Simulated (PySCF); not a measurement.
# Two runs on C7H6Cl

System: C7H6Cl, charge +1, SMILES Cl[CH+]c1ccccc1.
Method of run A: GIAO PBE0/pcSseg-1 NMR shielding, non-relativistic, gas phase (PySCF 2.14.0).

The geometry comes from this level: GFN2-xTB. Text and figures count atoms from 1; the logs count them from 0 in places.

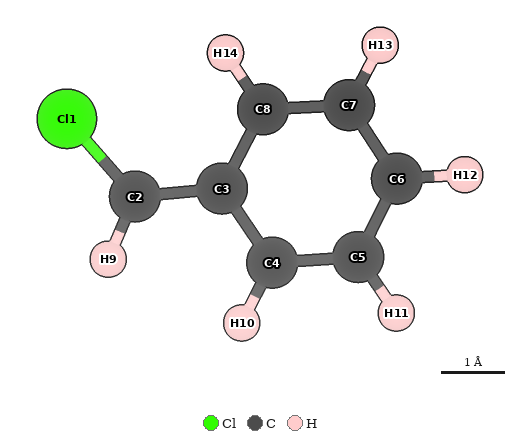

Figure 1. The structure as given in the input (ball-and-stick view, seen on its broad side; atoms are numbered from 1 in the order of the input).

### Input, run A
```
{"job": {"kind": "nmr", "xc": "PBE0", "basis": "pcSseg-1", "pop": false, "scf": {"guess": "sap"}}, "charge": 1, "multiplicity": 1}
Cl     3.140358    -1.538007     0.244950
C      2.251349    -0.227542    -0.202962
C      0.871759    -0.098249    -0.074782
C      0.253222     1.110094    -0.516484
C     -1.105690     1.270320    -0.405269
C     -1.887589     0.249803     0.141740
C     -1.304615    -0.942475     0.581468
C      0.051360    -1.123760     0.479296
H      2.810332     0.599556    -0.636761
H      0.866417     1.892574    -0.936937
H     -1.575331     2.183108    -0.738967
H     -2.956629     0.382616     0.225775
H     -1.926815    -1.718382     1.000967
H      0.511195    -2.040128     0.815800
```

The first line tells a small driver script what to run in PySCF; the rest is the geometry in Å.

Command:
```bash
OMP_NUM_THREADS=1 python <driver script> task.json out
```

Hardware: 1 CPU thread, shared host.

### Output (run A)
```
final grid: 122440 points
cycle   1  E = -598.4042474238  dE =  1.224e+02  |g| = 1.298e+01  |ddm| = 7.753e+01
cycle   2  E = -409.3483514713  dE =  1.891e+02  |g| = 1.963e+01  |ddm| = 7.908e+01
cycle   3  E = -683.1192487642  dE = -2.738e+02  |g| = 1.040e+01  |ddm| = 1.534e+01
cycle   4  E = -712.7829721302  dE = -2.966e+01  |g| = 6.725e+00  |ddm| = 1.826e+01
cycle   5  E = -710.4994620450  dE =  2.284e+00  |g| = 6.095e+00  |ddm| = 2.671e+01
cycle   6  E = -724.3800830635  dE = -1.388e+01  |g| = 3.565e+00  |ddm| = 2.333e+01
cycle   7  E = -728.5464222610  dE = -4.166e+00  |g| = 2.069e+00  |ddm| = 5.567e+00
cycle   8  E = -729.5086788481  dE = -9.623e-01  |g| = 8.689e-01  |ddm| = 3.976e+00
cycle   9  E = -729.6799331523  dE = -1.713e-01  |g| = 3.553e-01  |ddm| = 1.146e+00
cycle  10  E = -729.7145447358  dE = -3.461e-02  |g| = 1.524e-01  |ddm| = 4.804e-01
cycle  11  E = -729.7202473047  dE = -5.703e-03  |g| = 5.718e-02  |ddm| = 1.941e-01
cycle  12  E = -729.7211469059  dE = -8.996e-04  |g| = 2.185e-02  |ddm| = 8.096e-02
cycle  13  E = -729.7212602723  dE = -1.134e-04  |g| = 7.128e-03  |ddm| = 2.045e-02
cycle  14  E = -729.7212749364  dE = -1.466e-05  |g| = 3.004e-03  |ddm| = 8.105e-03
cycle  15  E = -729.7212775865  dE = -2.650e-06  |g| = 7.990e-04  |ddm| = 3.920e-03
cycle  16  E = -729.7212777588  dE = -1.723e-07  |g| = 2.525e-04  |ddm| = 1.300e-03
cycle  17  E = -729.7212777775  dE = -1.873e-08  |g| = 6.444e-05  |ddm| = 2.882e-04
cycle  18  E = -729.7212777783  dE = -7.810e-10  |g| = 1.931e-05  |ddm| = 6.699e-05
converged SCF energy = -729.7212777783

GIAO shielding tensors (ppm)
atom      isotropic    diamagn.    paramagn.     s11        s22        s33       span
  0 Cl     406.062    1144.894    -738.832     83.336    261.397    873.452    790.115
  1 C      -36.296     248.396    -284.692   -136.180    -92.929    120.220    256.400
  2 C       40.688     261.443    -220.755    -45.504     -7.902    175.471    220.975
  3 C       28.952     250.817    -221.865    -72.133     -6.348    165.336    237.469
  4 C       46.239     252.967    -206.728    -61.067     20.430    179.353    240.421
  5 C       15.279     253.823    -238.544   -101.779    -28.726    176.342    278.121
  6 C       45.387     252.883    -207.496    -63.222     19.317    180.068    243.290
  7 C       37.905     249.902    -211.997    -74.023      8.281    179.455    253.478
  8 H       21.786      27.466      -5.680     18.361     19.397     27.599      9.238
  9 H       23.151      31.015      -7.863     20.387     21.907     27.160      6.773
 10 H       23.121      28.746      -5.625     20.132     23.051     26.181      6.049
 11 H       22.378      28.523      -6.145     20.149     20.827     26.158      6.009
 12 H       23.087      28.695      -5.609     19.918     22.835     26.507      6.588
 13 H       22.486      30.428      -7.942     18.184     20.814     28.460     10.276
```

The input of run B differs as follows (lines with − go, lines with + come):
```diff
-"basis": "pcSseg-1"
-"pop": false
+"basis": "6-311G**"
+"pop": true
```

What does this change do to the results?

The total energy of run B is 79.6 kcal/mol lower, which measures the change of basis and not a stability. The HOMO goes from −12.77 to −12.69 eV. The LUMO goes from −8.83 to −8.74 eV. Of all shieldings, the largest change is that of Cl1, by +32.8 ppm. The SCF takes 20 iterations against 18. The basis functions go from 173 to 188.

### Output (run B)
```
final grid: 122440 points
cycle   1  E = -583.3095542227  dE =  1.376e+02  |g| = 1.563e+01  |ddm| = 9.767e+01
cycle   2  E = -399.4445170675  dE =  1.839e+02  |g| = 1.948e+01  |ddm| = 9.863e+01
cycle   3  E = -665.6121555661  dE = -2.662e+02  |g| = 1.409e+01  |ddm| = 2.473e+01
cycle   4  E = -696.0768803905  dE = -3.046e+01  |g| = 9.322e+00  |ddm| = 7.371e+01
cycle   5  E = -700.0018228696  dE = -3.925e+00  |g| = 8.037e+00  |ddm| = 7.512e+01
cycle   6  E = -721.9393864380  dE = -2.194e+01  |g| = 3.991e+00  |ddm| = 2.035e+01
cycle   7  E = -726.1757938689  dE = -4.236e+00  |g| = 2.778e+00  |ddm| = 9.107e+00
cycle   8  E = -729.5078878683  dE = -3.332e+00  |g| = 1.077e+00  |ddm| = 7.881e+00
cycle   9  E = -729.5863645784  dE = -7.848e-02  |g| = 9.526e-01  |ddm| = 2.077e+00
cycle  10  E = -729.8443467809  dE = -2.580e-01  |g| = 1.130e-01  |ddm| = 1.297e+00
cycle  11  E = -729.8450992756  dE = -7.525e-04  |g| = 1.037e-01  |ddm| = 1.582e-01
cycle  12  E = -729.8479967616  dE = -2.897e-03  |g| = 1.505e-02  |ddm| = 8.851e-02
cycle  13  E = -729.8480490383  dE = -5.228e-05  |g| = 9.060e-03  |ddm| = 2.871e-02
cycle  14  E = -729.8480685874  dE = -1.955e-05  |g| = 3.109e-03  |ddm| = 6.598e-03
cycle  15  E = -729.8480710956  dE = -2.508e-06  |g| = 1.452e-03  |ddm| = 4.292e-03
cycle  16  E = -729.8480714166  dE = -3.210e-07  |g| = 1.139e-03  |ddm| = 2.961e-03
cycle  17  E = -729.8480718257  dE = -4.090e-07  |g| = 1.128e-04  |ddm| = 1.021e-03
cycle  18  E = -729.8480718272  dE = -1.517e-09  |g| = 8.697e-05  |ddm| = 2.001e-04
cycle  19  E = -729.8480718292  dE = -2.035e-09  |g| = 1.619e-05  |ddm| = 1.085e-04
cycle  20  E = -729.8480718293  dE = -7.299e-11  |g| = 3.250e-06  |ddm| = 1.743e-05
converged SCF energy = -729.8480718293

GIAO shielding tensors (ppm)
atom      isotropic    diamagn.    paramagn.     s11        s22        s33       span
  0 Cl     438.865    1144.170    -705.305    118.315    311.407    886.874    768.559
  1 C      -28.745     251.695    -280.440   -126.812    -82.405    122.983    249.795
  2 C       44.941     262.382    -217.441    -40.414     -2.918    178.156    218.570
  3 C       34.126     253.406    -219.280    -65.588      0.168    167.797    233.385
  4 C       51.114     252.801    -201.688    -54.660     26.498    181.503    236.163
  5 C       20.872     253.571    -232.699    -94.752    -21.271    178.639    273.391
  6 C       50.303     252.782    -202.480    -56.879     25.434    182.352    239.231
  7 C       43.059     252.600    -209.541    -67.242     14.700    181.719    248.961
  8 H       22.009      27.090      -5.082     18.881     19.220     27.925      9.043
  9 H       23.438      30.944      -7.506     20.901     21.822     27.591      6.690
 10 H       23.503      29.001      -5.498     20.600     23.102     26.807      6.207
 11 H       22.701      28.605      -5.904     20.564     20.790     26.750      6.186
 12 H       23.474      29.013      -5.538     20.403     22.914     27.106      6.703
 13 H       22.821      30.868      -8.047     18.768     20.762     28.933     10.165
```

### The two runs side by side

| quantity | run A | run B |
| --- | --- | --- |
| outcome | converged | converged |
| total energy (hartree) | −729.721278 | −729.848072 |
| HOMO (eV) | −12.77 | −12.69 |
| LUMO (eV) | −8.83 | −8.74 |
| shielding of Cl1 (ppm) | 406.1 | 438.9 |
| shielding of C2 (ppm) | −36.3 | −28.7 |
| shielding of C4 (ppm) | 29.0 | 34.1 |
| shielding of C5 (ppm) | 46.2 | 51.1 |
| shielding of C6 (ppm) | 15.3 | 20.9 |
| shielding of C7 (ppm) | 45.4 | 50.3 |
| shielding of C8 (ppm) | 37.9 | 43.1 |
| SCF iterations | 18 | 20 |
| basis functions | 173 | 188 |
| wall time (shared host) | 79 s | 98 s |
